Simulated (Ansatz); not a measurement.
A series of calculations on ZrNH3Cl3F

**1. Relaxation**

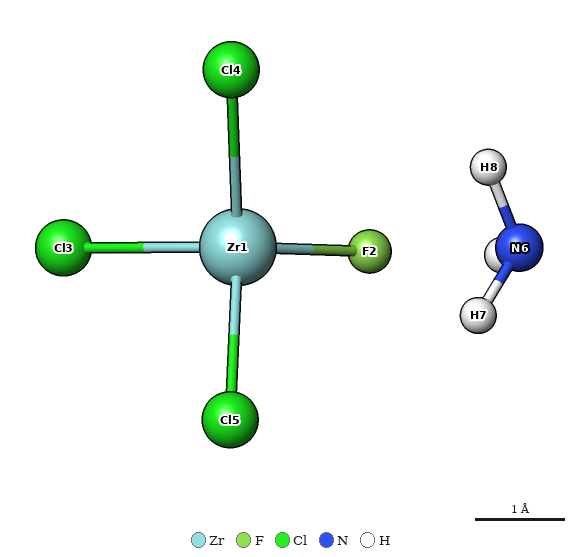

ZrNH₃Cl₃F, before the relaxation. Style: ball-and-stick. Shown at a tilt.

The run prepares an end point of a later path (reaction) calculation, from a guessed geometry.

Level of theory: RKS BLYP/def2-SVP in Ansatz 0.2.0.

Input
```yaml
crystal:
  periodic: [false, false, false]
  atoms:
    - { symbol: Zr, position_ang: [0.140609, 0.020785, -0.100718] }
    - { symbol: F, position_ang: [0.186138, -0.124062, 1.847601] }
    - { symbol: Cl, position_ang: [2.390115, 0.035679, -0.791905] }
    - { symbol: Cl, position_ang: [-0.784392, 2.060234, -0.864501] }
    - { symbol: Cl, position_ang: [-0.85397, -1.869273, -1.114995] }
    - { symbol: "N", position_ang: [-2.838916, -0.052531, 1.547782] }
    - { symbol: H, position_ang: [-2.943925, -0.780614, 0.831063] }
    - { symbol: H, position_ang: [-2.876555, 0.87494, 1.107925] }
    - { symbol: H, position_ang: [-1.929404, -0.165157, 2.045149] }
basis:
  gaussian: { orbitals: def2-SVP }
hamiltonian:
  xc: blyp
relax:
  f_tol: 0.03
  max_steps: 50
```

Launched with:
```bash
ansatz run input.yaml --threads 4 --pin off --max-ram 5120MiB --backend cpu --events-out ev --progress --plain --runs-dir out
```

Q: What does the optimiser find from here?

A: The energy falls by 19.3 kcal/mol in 11 accepted moves (13 points after the start). Largest force component: 0.84 eV/Å at the start, 0.022 eV/Å at the end. The line search rejected the trial steps at points 2, 11 of the run. The largest move after the best rigid fit is that of N6, 0.67 Å. Largest moves by element: N 0.67 Å, H 0.34 Å, Zr 0.25 Å, Cl 0.24 Å, F 0.23 Å. Near-neighbour distances that change, for instance: Zr1–N6 3.406 → 2.496 Å, Zr1–H8 3.361 → 3.049 Å, Zr1–H7 3.320 → 3.039 Å, Zr1–Cl5 2.364 → 2.398 Å. New bonds form, among them: Zr1–N6 (3.41 → 2.50 Å). Among the angles between lasting bonds that change: F2–Zr1–Cl3 105.7° → 98.2°, Cl3–Zr1–Cl4 105.9° → 99.9°, F2–Zr1–Cl5 112.2° → 117.3°.

Final geometry:

```xyz
9

Zr   -0.0592    0.0106    0.0539
F     0.3918   -0.1861    1.9149
Cl    2.1530    0.0244   -0.8324
Cl   -0.8096    2.1691   -0.6734
Cl   -0.9487   -1.9120   -1.0697
N    -2.3026   -0.0208    1.1466
H    -2.8421   -0.8657    0.9053
H    -2.8862    0.7890    0.8886
H    -2.2068   -0.0086    2.1737
```

After the run, drawn alike:

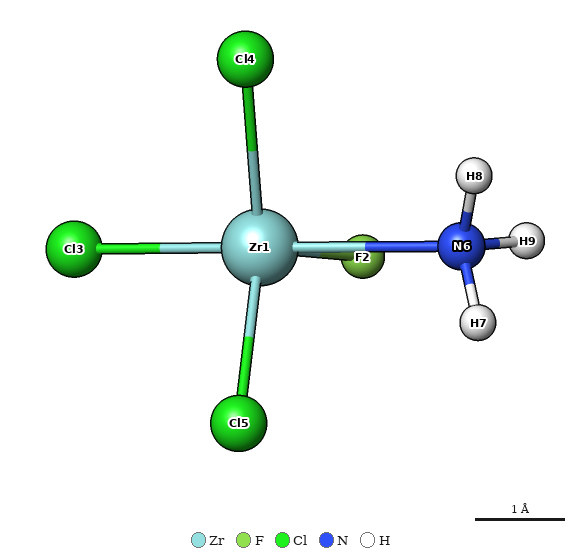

**2. Relaxation**

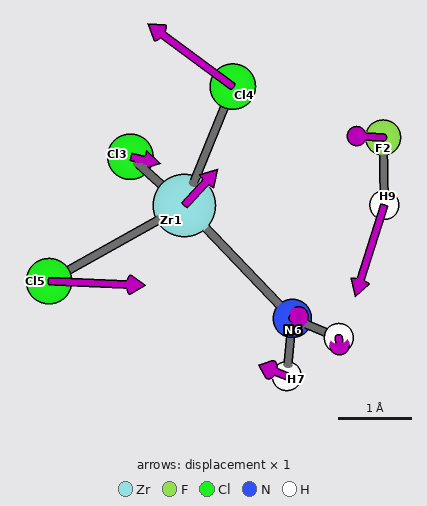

This is a relaxation of ZrNH$_{3}$Cl$_{3}$F. The starting structure is drawn; purple arrows show the displacements, at their true length. The two geometries are superimposed by the best rigid fit.

Style: ball-and-stick. Shown at a tilt.

The run prepares an end point of a later path (reaction) calculation, from a guessed geometry.

Level of theory: RKS BLYP/def2-SVP (Ansatz 0.2.0).

Input
```yaml
crystal:
  periodic: [false, false, false]
  atoms:
    - { symbol: Zr, position_ang: [-0.602357, -0.073597, -0.460767] }
    - { symbol: F, position_ang: [-0.063164, 1.19236, 2.399595] }
    - { symbol: Cl, position_ang: [1.377043, -1.217045, 0.154063] }
    - { symbol: Cl, position_ang: [-0.494505, 2.217998, -1.029739] }
    - { symbol: Cl, position_ang: [-1.349204, -1.124609, -2.444914] }
    - { symbol: "N", position_ang: [-2.164733, -0.434799, 0.98638] }
    - { symbol: H, position_ang: [-2.361056, -1.362229, 1.396613] }
    - { symbol: H, position_ang: [-3.01455, 0.140092, 1.072006] }
    - { symbol: H, position_ang: [-0.837774, 0.661829, 2.434162] }
basis:
  gaussian: { orbitals: def2-SVP }
hamiltonian:
  xc: blyp
relax:
  f_tol: 0.03
  max_steps: 50
```

Run as
```bash
ansatz run input.yaml --threads 4 --pin off --max-ram 5120MiB --backend cpu --events-out ev --progress --plain --runs-dir out
```

What did the optimiser do to the structure, and how much energy did it gain?

Answer. Over 26 geometry steps the energy falls by 48.9 kcal/mol. The largest force component goes from 1.3 to 0.0092 eV/Å. The forces were under the threshold at step 13, but the run went on from there. The atom that moves furthest after the best rigid fit is F2 (1.76 Å). Largest moves by element: F 1.76 Å, Cl 1.59 Å, H 1.37 Å, Zr 0.70 Å, N 0.59 Å. Among the contacts that change: F2–H9 0.940 → 2.904 Å, Zr1–F2 3.174 → 1.924 Å, N6–H9 2.249 → 1.032 Å, Zr1–N6 2.160 → 2.481 Å. New bonds form, among them: N6–H9 (2.25 → 1.03 Å), Zr1–F2 (3.17 → 1.92 Å). Bonds break, among them: F2–H9 (0.94 → 2.90 Å). Among the angles between lasting bonds that change: Cl4–Zr1–N6 110.9° → 176.1°, Cl3–Zr1–N6 110.5° → 81.8°, Cl5–Zr1–N6 105.0° → 81.8°.

Limits of the set-up: the start holds two separate molecules, 2.2 Å apart at their closest, whose relative position is a soft coordinate and is computed without a dispersion correction.

**3. Path**

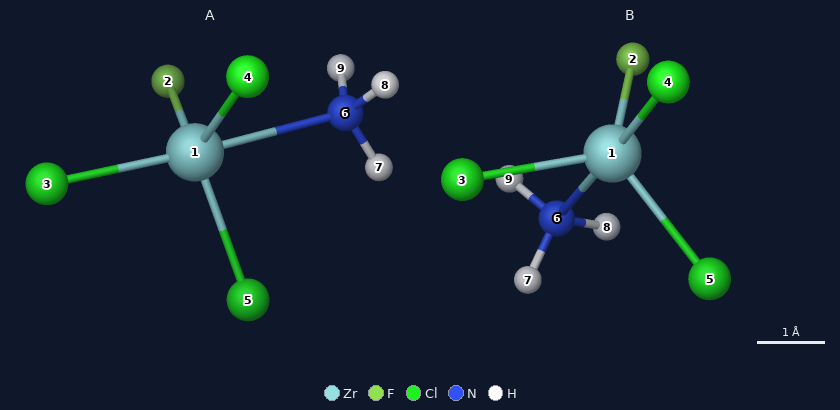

The two relaxed end points of a path for ZrNH₃Cl₃F. The picture is a ball-and-stick view, seen at a tilt.

Level of theory: RKS BLYP/def2-SVP in Ansatz 0.2.0.

Set-up: 5 movable images; climbing image; force threshold 0.03 eV/Å; iteration limit 60.

Start:
```xyz
9

Zr   -0.0596    0.0133    0.0530
F     0.3933   -0.1887    1.9129
Cl    2.1517    0.0326   -0.8353
Cl   -0.8133    2.1731   -0.6668
Cl   -0.9478   -1.9069   -1.0758
N    -2.3019   -0.0244    1.1477
H    -2.8406   -0.8692    0.9042
H    -2.8868    0.7855    0.8927
H    -2.2053   -0.0152    2.1747
```

End:
```xyz
9

Zr   -0.4192    0.5820   -0.1670
F    -0.9555    1.9509    1.0737
Cl    1.1887   -1.0226    0.5963
Cl    0.9597    1.9201   -1.5806
Cl   -2.0545   -0.1615   -1.7527
N    -1.8824   -0.6719    1.3959
H    -1.9113   -1.6851    1.2059
H    -2.8596   -0.3428    1.3599
H    -1.5763   -0.5690    2.3760
```

> Predict the minimum-energy path and its barrier.

Forward barrier 21.3 kJ/mol, backward barrier 22.7 kJ/mol, with image 3 at the top; the reaction energy is −1.4 kJ/mol. No bond forms or breaks between the ends. Bond angles that change up to the highest image, for instance: Cl3–Zr1–N6 175.8° → 124.6°, Cl4–Zr1–N6 82.1° → 121.8°. The band converged in 26 iterations, with a climbing image at the top. At the top, the vibrational analysis gives one imaginary mode (43i cm⁻¹), as a transition state must have.

Energies of the converged images:

```csv
image,path (Å),E (kJ/mol)
0,0.00,0.0
1,0.89,6.5
2,1.79,17.7
3,2.69,21.3
4,3.60,17.7
5,4.52,6.7
6,5.43,-1.4
```

The geometry at the top of the path:

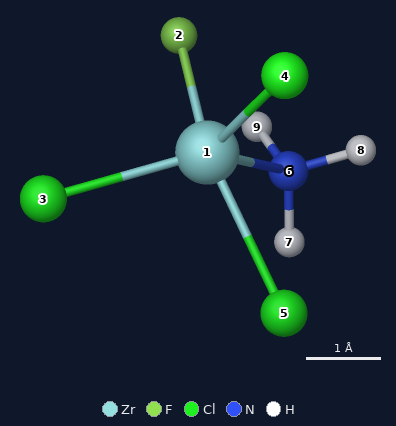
